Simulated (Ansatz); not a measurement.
## k-point convergence of GW for Bi2Te3 (Tellurobismuthite)

Wanted: mesh convergence of the gap correction in Bi2Te3 (Tellurobismuthite).

Program: Ansatz 0.2.0. Level of theory: G0W0 on PBE, plane waves, PAW; PAW set soft_1. Results are calculated unless marked as measured.

## Step 1: The structure

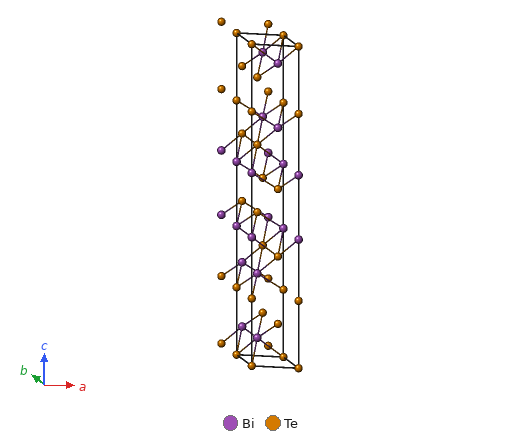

The starting structure, seen slightly off an axis (bismuth purple, tellurium orange). 1×2×1 cells are drawn. This picture shows the conventional cell, with its axes. Bonds to atoms that aren't drawn are left out. Some periodic images of atoms are drawn too.

The cell and positions come from the Crystallography Open Database and are kept as given unless a step says otherwise. Spin-orbit coupling is left out unless a step names it.

## Step 2: The 2×2×2 mesh

G0W0 replaces the xc potential by the self-energy, built once from these orbitals. Only a window of levels is corrected, while the sums run over the empty bands that the input names. This step takes PAW set soft_1 files.

The input, input.yaml:

```yaml
crystal:
  lattice:
    - [2.193, 1.2661291403, 10.1656666667]
    - [-2.193, 1.2661291403, 10.1656666667]
    - [0.0, -2.5322582807, 10.1656666667]
  atoms:
    - { symbol: Bi, position: [0.4, 0.4, 0.4] }
    - { symbol: Bi, position: [0.6, 0.6, 0.6] }
    - { symbol: Te, position: [0.0, 0.0, 0.0] }
    - { symbol: Te, position: [0.2095, 0.2095, 0.2095] }
    - { symbol: Te, position: [0.7905, 0.7905, 0.7905] }
kpoints:
  mp_grid: { grid: [2, 2, 2] }
hamiltonian:
  xc: pbe
  pseudopotentials: { kind: paw, azcp: { folder: soft_1 } }
scf:
  occupations: { method: fixed }
gw:
  n_empty_bands: 384
  ecut_chi: 100
  qp_bands: [v2, c2]
  qp_kpoints: band_edges
  screening: { model: contour_deformation }
```

Command:

```sh
$ ansatz run input.yaml --threads 2 --pin off --max-ram 92160MiB --backend cuda --events-out ev --progress --plain --runs-dir out --devices 1 --max-vram 13GiB
```

Numbers of over 12 decimals in the logs are rounded to 6 here.

Log:

```text
GPUs: using 1 of 1 available (devices: 1).
Engine: ansatz 0.2.0, x86_64-unknown-linux-gnu
Pseudopotentials: kind: paw
Pseudopotential: Bi, paw, valence charge 15, recommended cutoff 420 eV (normal), soft_1/Bi.paw.azcp
Pseudopotential: Te, paw, valence charge 16, recommended cutoff 420 eV (normal), soft_1/Te.paw.azcp
Functional definition: PBE
  parameter kappa = 0.804
  parameter beta = 0.066725
  exchange = pbe_x(kappa = kappa, mu = beta*pi^2/3)
  correlation = pbe_c(beta = beta)
device memory: the entry about to start is reckoned to put 3.5 GiB on a device that reports 44.4 GiB free (of which the cap on the GPU budget leaves the run 13.0 GiB)
GPU FFT provider: cuFFT
GPU libraries: cuBLAS 13.8.2, cuFFT 12.4.0, cuSOLVER 12.3.4
Crystal: 5 atoms, lattice volume = 169.357 Å³
Basis set: ecut = 420 eV, 3345 PW (Γ)
Bands: 47, of which v1, the nominal top of the filled ones, is band 39 counted from 1 (38 counted from 0)
Symmetry: 12 space group operations
Space group: R-3m (ITA 166), of the structure as read, at distance tolerance 5.5e-5 Å
k-points: 4 of 8
Non-local potential: Bi, projectors of the file, l = 0: 2, l = 1: 2, l = 2: 2, l = 3: 1
Non-local potential: Te, projectors of the file, l = 0: 2, l = 1: 2, l = 2: 2, l = 3: 1
PAW form: soft (Blöchl's): semilocal exchange-correlation on the pseudo side does not see the compensation charge
PAW one-centre angular grid: Bi, 590 points (default); XC on 64 Gauss nodes
PAW one-centre angular grid: Te, 590 points (default); XC on 64 Gauss nodes
Initial density: superposition of atomic densities (chi_scale 0.1, normalization cell, long waves kept (reshape's long-wave potential 0.06 eV rms))
Initial wavefunctions: pseudopotential atomic-orbital guess
GPU buffer pool allocated for 373248 grid points (all kernels)
GPU transforms: local potential and band sums: pruned to the plane-wave sphere, on 72×72×72
Functional: x = pbe(κ = 0.804, μ = 0.219515), c = pbe(β = 0.066725)
SCF iter   1: F=—  HF=-45738.689050 eV  |F-HF|=—  |Δ(HF+E_count)|=         —  Δρ=1.76e-2  dr2=9.09e-1  ethr=3.10e-3  ⟨swp⟩=5.0  Hψ=629  notcnv=0  defer=19
preconditioner: auto → Resta (q_TF=auto, 2.398 Å⁻¹)  ε∞=4.3  [insulator: Δε(μ)=0.339 eV  Ē_g=8.261 eV  n_scr=42 (ndim 8)  ℏωp=15.1 eV  f_vac=0.006  ε∞_Penn≈4.3]
SCF iter   2: F=—  HF=-45738.551248 eV  |F-HF|=—  |Δ(HF+E_count)|=   1.38e-1  Δρ=9.58e-3  dr2=2.21e-1  ethr=1.17e-3  ⟨swp⟩=2.2  Hψ=232  notcnv=0  defer=23
SCF iter   3: F=—  HF=-45738.535355 eV  |F-HF|=—  |Δ(HF+E_count)|=   1.59e-2  Δρ=2.82e-3  dr2=5.51e-2  ethr=2.84e-4  ⟨swp⟩=3.0  Hψ=236  notcnv=0  defer=22
SCF iter   4: F=—  HF=-45738.533575 eV  |F-HF|=—  |Δ(HF+E_count)|=   1.78e-3  Δρ=1.34e-3  dr2=8.99e-3  ethr=7.06e-5  ⟨swp⟩=3.0  Hψ=223  notcnv=0  defer=22
SCF iter   5: F=—  HF=-45738.534313 eV  |F-HF|=—  |Δ(HF+E_count)|=   7.38e-4  Δρ=4.35e-4  dr2=5.73e-4  ethr=1.15e-5  ⟨swp⟩=2.2  Hψ=280  notcnv=0  defer=22
SCF iter   6: F=—  HF=-45738.534600 eV  |F-HF|=—  |Δ(HF+E_count)|=   2.87e-4  Δρ=1.22e-4  dr2=5.23e-5  ethr=7.35e-7  ⟨swp⟩=2.0  Hψ=265  notcnv=0  defer=22
SCF iter   7: F=—  HF=-45738.534668 eV  |F-HF|=—  |Δ(HF+E_count)|=   6.84e-5  Δρ=3.32e-5  dr2=3.13e-6  ethr=6.70e-8  ⟨swp⟩=2.0  Hψ=244  notcnv=0  defer=15
SCF iter   8: F=—  HF=-45738.534673 eV  |F-HF|=—  |Δ(HF+E_count)|=   4.43e-6  Δρ=6.87e-6  dr2=1.03e-7  ethr=4.01e-9  ⟨swp⟩=2.0  Hψ=237  notcnv=0  defer=16
SCF iter   9: F=-45738.534673 eV  HF=-45738.534673 eV  |F-HF|=1.61e-8  |Δ(HF+E_count)|=   2.03e-7  Δρ=2.17e-6  dr2=1.61e-8  ethr=1.28e-10  ⟨swp⟩=13.2  Hψ=901  notcnv=0
SCF 1 converged in 9 iterations: F = -45738.534673 eV  dr2 = 1.61e-8
[...]
device memory: the entry about to start is reckoned to put 4.2 GiB on a device that reports 44.4 GiB free (of which the cap on the GPU budget leaves the run 13.0 GiB)
NSCF: frozen V_eff on 4 k-points
[...]
device memory: the entry about to start is reckoned to put 3.3 GiB on a device that reports 44.5 GiB free (of which the cap on the GPU budget leaves the run 13.0 GiB)
NSCF: frozen V_eff on 4 k-points
G₀W₀ screening: q 1/4
[... further progress lines ...]
device memory: the entry about to start is reckoned to put 1.4 GiB on a device that reports 42.2 GiB free (of which the cap on the GPU budget leaves the run 13.0 GiB)
NSCF: frozen V_eff on 1 k-points
device memory: the entry about to start is reckoned to put 1.4 GiB on a device that reports 41.7 GiB free (of which the cap on the GPU budget leaves the run 13.0 GiB)
NSCF: frozen V_eff on 1 k-points
device memory: the entry about to start is reckoned to put 1.4 GiB on a device that reports 41.3 GiB free (of which the cap on the GPU budget leaves the run 13.0 GiB)
NSCF: frozen V_eff on 1 k-points
device memory: the entry about to start is reckoned to put 1.4 GiB on a device that reports 41.4 GiB free (of which the cap on the GPU budget leaves the run 13.0 GiB)
NSCF: frozen V_eff on 1 k-points
SCF converged after 9 iterations
Free energy (F): -45738.534673 eV
Harris-Foulkes:  -45738.534673 eV  (|F-HF|=1.61e-8)
Internal energy: -45738.534673 eV  (E = F + TS)
E sigma→0 (E₀):  -45738.534673 eV
Fermi energy:    9.381958 eV
--- Per-component energies (eV) ---
  E_band       = -982.557516
  E_kinetic    = 1024.235346
  E_local      = -7573.383837  (includes V_loc(G=0)·N_el)
  E_nonlocal   = 1015.376029
  E_hartree    = 3446.709146
  E_xc         = -672.369953
  E_vxc        = -569.748494  (∫ρ·V_xc dr)
  E_paw        = -35337.078397  (= ΣΔE_a)
  E_vpaw       = -1772.456400  (= ΣTr[D̂ρ^β])
  E_aug_tail   = 0.000666  (compensation charges beyond the density's cutoff)
  E_ewald      = -7642.023672
  E_smearing   = -0.000000  (= −TS)
  E_closure    = 0.000000  (closes the sum)
  Σ components = -45738.534673   (vs F -45738.534673, Δ=0.00e0)
--- Band table (eV) ---
  k-point 0: bands = [... 35 lower, 7.6672, 8.5191, 8.5191, 9.3820, 9.6530, 10.0010, 10.0010, 11.3442, ... 4 higher]
  k-point 1: bands = [... 35 lower, 6.4592, 6.9518, 8.4683, 8.8762, 9.9340, 10.4050, 12.1181, 12.1525, ... 4 higher]
  k-point 2: bands = [... 35 lower, 7.3851, 7.5448, 7.8241, 8.4214, 10.2024, 10.8958, 11.4119, 12.0131, ... 4 higher]
  k-point 3: bands = [... 35 lower, 7.9619, 8.2236, 8.2236, 8.9183, 10.2349, 10.4916, 10.4916, 11.0026, ... 4 higher]
--- G₀W₀: contour deformation, 8 samples at zero and on the imaginary axis and 1 off it, 8 q-points, 384 empty bands' worth ---
  eigenvalues of the whole cell's RPA ε∞ on this k-mesh (on a slab, of 1 + 4πα/V) = 172.8648, 172.8648, 244.2426; static W/v taken at q = 0 is 0.006401
  gw.qp_kpoints: band_edges: 4 of 4 stored k-points solved, in 1 pass; an edge of the gap read off the rows below is read off those points alone
  `?` marks the rows in doubt; gw_qp.tsv's column doubts and the gw_qp event give each row's grounds
    ik  band        ε_KS         Σx   Σc(E_QP)       V_xc       Z   E_QP_lin       E_QP  E_QP is
     0    38      8.5191   -15.6928     1.4582   -13.8746  0.7415     8.1606     8.1590  root
     0    39      9.3820   -14.9742     0.4362   -14.3083  0.7553     9.1513     9.1523  root
     0    40      9.6530    -9.7250    -3.1623   -12.8298  0.7646     9.5955     9.5954  root
     0    41     10.0010    -9.6988    -3.2135   -12.8631  0.7588     9.9518     9.9518  root
     1    38      8.4683   -15.4395     1.2385   -13.8393  0.7490     8.1090     8.1065  root
     1    39      8.8762   -14.9190     0.6218   -14.0246  0.7589     8.6002     8.6037  root ?
     1    40      9.9340    -9.6389    -3.1281   -12.7097  0.7705     9.8768     9.8767  root
     1    41     10.4050    -9.8388    -3.1000   -12.8953  0.7645    10.3616    10.3615  root
     2    38      7.8241   -15.1722     1.5554   -13.2044  0.6266     7.5487     7.4117  root ?
     2    39      8.4214   -14.8263     0.7949   -13.7097  0.7593     8.1007     8.0996  root
     2    40     10.2024    -9.4592    -2.9906   -12.3689  0.7755    10.1217    10.1215  root
     2    41     10.8958    -9.1104    -3.5434   -12.5014  1.0876    10.8012    10.7435  root ?
     3    38      8.2236   -15.6307     1.6948   -13.6154  0.7180     7.8935     7.9031  root
     3    39      8.9183   -14.5929     0.4393   -13.9814  0.7444     8.7449     8.7460  root
     3    40     10.2349   -10.2148    -3.1312   -13.2530  0.6883    10.1442    10.1419  root
     3    41     10.4916    -9.9039    -3.4716   -13.3230  0.7071    10.4396    10.4390  root
```

It took 13 s on 1 × NVIDIA H100 80GB HBM3 (shared by 6 runs) with 2 threads of AMD EPYC 7R13 (Zen 3), shared host; peak memory 1.3 GiB; 9 s of CPU time.

Reading the cycles: dr2 is the Hartree energy of the density residual (eV), the measure of convergence; HF is the Harris–Foulkes estimate of the energy, which meets the free energy F at convergence.

This step gave:

- bands summed: 423
- RPA ε∞ on this mesh (eigenvalues): 172.9, 172.9, 244.2
- plane waves in the screening matrix: 389
- q-points in the mesh: 8
- G0W0 gap on the mesh: 0.4432 eV
- k of the valence top: 0, 0, 0
- k of the conduction bottom: 0, 0, 0
- starting gap on the mesh: 0.2710 eV
- Z at the valence top: 0.7553
- Z at the conduction bottom: 0.7646
- least direct G0W0 gap on the computed points: 0.4432 eV

The gap on the mesh goes from 0.27 eV to 0.44 eV, a correction of +0.17 eV. Between the two edge states, bare exchange in place of the xc potential would open the gap by 3.77 eV, and correlation takes back 3.60 eV.

## Step 3: The 4×4×4 mesh

A second mesh at equal bands and cutoff isolates the sampling error.

Edit input.yaml of step 2 so:

```diff
@@ -12,3 +12,3 @@
 kpoints:
-  mp_grid: { grid: [2, 2, 2] }
+  mp_grid: { grid: [4, 4, 4] }
 hamiltonian:
```

Log:

```text
GPUs: using 1 of 1 available (devices: 1).
[...]
GPU FFT provider: cuFFT
GPU libraries: cuBLAS 13.8.2, cuFFT 12.4.0, cuSOLVER 12.3.4
Crystal: 5 atoms, lattice volume = 169.357 Å³
Basis set: ecut = 420 eV, 3345 PW (Γ)
Bands: 47, of which v1, the nominal top of the filled ones, is band 39 counted from 1 (38 counted from 0)
[... 1 set-up line as in the run before ...]
[...]
k-points: 13 of 64
[...]
GPU buffer pool allocated for 373248 grid points (all kernels)
[...]
SCF iter   1: F=—  HF=-45739.874483 eV  |F-HF|=—  |Δ(HF+E_count)|=         —  Δρ=1.54e-2  dr2=6.64e-1  ethr=3.10e-3  ⟨swp⟩=5.0  Hψ=2043  notcnv=0  defer=69
[...]
SCF iter   8: F=-45739.768295 eV  HF=-45739.768295 eV  |F-HF|=7.74e-8  |Δ(HF+E_count)|=   1.69e-6  Δρ=5.78e-6  dr2=7.98e-8  ethr=1.28e-10  ⟨swp⟩=12.1  Hψ=3287  notcnv=0
SCF 1 converged in 8 iterations: F = -45739.768295 eV  dr2 = 7.98e-8
[...]
0    38      8.4550   -15.3287     1.1331   -13.8791  0.7393     8.1304     8.1384  root
     0    39      9.3169   -14.6089     0.0661   -14.3351  0.7530     9.1096     9.1094  root
     0    40      9.6167   -10.0407    -2.8297   -12.8400  0.7708     9.5864     9.5864  root
     0    41      9.9727   -10.0287    -2.9020   -12.8814  0.7594     9.9234     9.9234  root
     2    38      8.4054   -15.2978     1.1283   -13.8482  0.7389     8.0768     8.0842  root
     2    39      8.8091   -14.7722     0.4751   -14.0387  0.7501     8.5521     8.5506  root
     2    40      9.8993    -9.8149    -2.9450   -12.7275  0.7692     9.8669     9.8669  root
     2    41     10.3783    -9.9731    -2.9814   -12.9154  0.7575    10.3392    10.3393  root
[...]
12    38      8.1646   -15.2925     1.3537   -13.6259  0.7284     7.8438     7.8517  root
    12    39      8.8790   -14.5539     0.3352   -14.0207  0.7489     8.6808     8.6811  root
    12    40     10.1642   -10.2117    -3.0620   -13.2288  0.7501    10.1193    10.1192  root
    12    41     10.4551   -10.2371    -3.1313   -13.3324  0.7446    10.4188    10.4190  root
[key lines of the parts left out:]
SCF converged after 8 iterations
Free energy (F): -45739.768295 eV
Fermi energy:    9.316916 eV
```

It took 56 s on 1 × NVIDIA H100 80GB HBM3 (shared by 6 runs) with 2 threads; peak memory 1.8 GiB.

This step gave:

- bands summed: 423
- RPA ε∞ on this mesh (eigenvalues): 47.21, 47.21, 53.86
- plane waves in the screening matrix: 389
- q-points in the mesh: 64
- G0W0 gap on the mesh: 0.4770 eV
- k of the valence top: 0, 0, 0
- k of the conduction bottom: 0, 0, 0
- starting gap on the mesh: 0.2997 eV
- Z at the valence top: 0.7530
- Z at the conduction bottom: 0.7708
- least direct G0W0 gap on the computed points: 0.4770 eV

Against the run with 2×2×2 mesh, 384 empty bands, screening to 100 eV, PAW set soft_1 files, the gap moves by +0.03 eV, while the start moved by +0.03 eV.

## Step 4: The 6×6×6 mesh

Edit input.yaml of step 3 so:

```diff
@@ -12,3 +12,3 @@
 kpoints:
-  mp_grid: { grid: [4, 4, 4] }
+  mp_grid: { grid: [6, 6, 6] }
 hamiltonian:
```

Log:

```text
GPUs: using 1 of 1 available (devices: 1).
[...]
GPU FFT provider: cuFFT
GPU libraries: cuBLAS 13.8.2, cuFFT 12.4.0, cuSOLVER 12.3.4
Crystal: 5 atoms, lattice volume = 169.357 Å³
Basis set: ecut = 420 eV, 3345 PW (Γ)
Bands: 47, of which v1, the nominal top of the filled ones, is band 39 counted from 1 (38 counted from 0)
[... 1 set-up line as in the run before ...]
[...]
k-points: 32 of 216
[...]
29    41     10.2809   -10.3670    -2.8821   -13.2168  0.7580    10.2487    10.2487  root
    31    38      8.1621   -15.1751     1.2413   -13.6275  0.7325     7.8416     7.8558  root ?
    31    39      8.8792   -14.3828     0.1676   -14.0164  0.7535     8.6796     8.6805  root
    31    40     10.1645   -10.3492    -2.9230   -13.2313  0.7561    10.1237    10.1236  root
    31    41     10.4564   -10.3598    -3.0073   -13.3325  0.7499    10.4218    10.4218  root
[key lines of the parts left out:]
SCF converged after 8 iterations
Free energy (F): -45739.766086 eV
Fermi energy:    9.319679 eV
```

Wall time 5 min (1 × NVIDIA H100 80GB HBM3 (shared by 6 runs) with 2 threads); peak memory 2.8 GiB.

This step gave:

```yaml
bands_summed: 423
rpa_eps_infinity_on_this_mesh_eigenvalues: 38.69, 39.69, 39.69
plane_waves_in_the_screening_matrix: 389
g0w0_gap_on_the_mesh: 0.4799 eV
k_of_the_valence_top: 0, 0, 0
k_of_the_conduction_bottom: 0, 0, 0
starting_gap_on_the_mesh: 0.2945 eV
least_direct_g0w0_gap_on_the_computed_points: 0.4799 eV
```

Against the run with 4×4×4 mesh, 384 empty bands, screening to 100 eV, PAW set soft_1 files, the gap moves by +0.003 eV.

## Step 5: The meshes together

Times are wall times on 1 × NVIDIA H100 80GB HBM3 (shared by 6 runs) with 2 threads of AMD EPYC 7R13 (Zen 3), shared host, good to a factor of about two.

```
 mesh  points  irreducible  start (eV)  G0W0 (eV)  shift (eV)  RPA ε∞ (mean)   time
2×2×2       8            4       0.271      0.443      +0.172         196.66   13 s
4×4×4      64           13       0.300      0.477      +0.177          49.43   56 s
6×6×6     216           32       0.295      0.480      +0.185          39.36  5 min
```

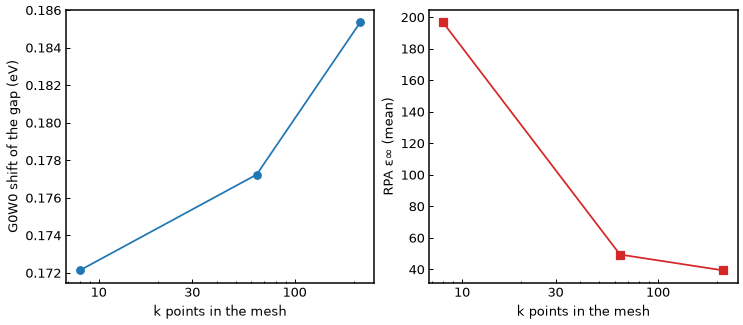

Shift and screening against the mesh.

## Step 6: What came out

| Quantity | Value |
| --- | --- |
| 2×2×2 | 0.443 eV (shift +0.172) |
| 4×4×4 | 0.477 eV (shift +0.177) |
| 6×6×6 | 0.480 eV (shift +0.185) |
| settings | PBE start, 384 empty bands, 100 eV |

The shift is +0.17 eV on 2×2×2 and +0.19 eV on 6×6×6; the last step moves it by +0.008 eV. The RPA ε∞ (mean) ranges from 39.36 to 196.66 and ends at 39.36; the coarsest mesh overstates it. From 8 to 216 points the time grows 22-fold. Bands and cutoff are modest here, so the values stand off the basis limit. Where an edge is built on 6p states of lead, bismuth or thallium, scalar-relativistic gaps usually stand too wide, by a few tenths to over one eV. With atoms this heavy and so narrow a gap, spin-orbit coupling can invert the bands. These scalar-relativistic gaps are then model values, not to be set against experiment, and a spin-orbit change taken from DFT can't simply be added. The RPA ε∞ on this mesh reaches over 25; with a narrow direct gap a coarse mesh can overstate it, and the correction is then too small.

[Paths, hosts, dates, memory and timing lines, banners, echoed tables and standing remarks are left out of the program output.]

[Logs are printed without paths, hosts, clocks, repeated set-up lines and the standing remarks that a program may print on its own settings, such as how far it seeks lower states.]

[Runs of the session that timed out or met a known fault of the program may be left out.]

[Cells called generated may have been cut or substituted from an entry of the Crystallography Open Database or the Materials Project.]

[Hosts, paths, dates, database ids (printed as entryN), source tags and the programs' standing remarks are cut or masked in the printed files.]
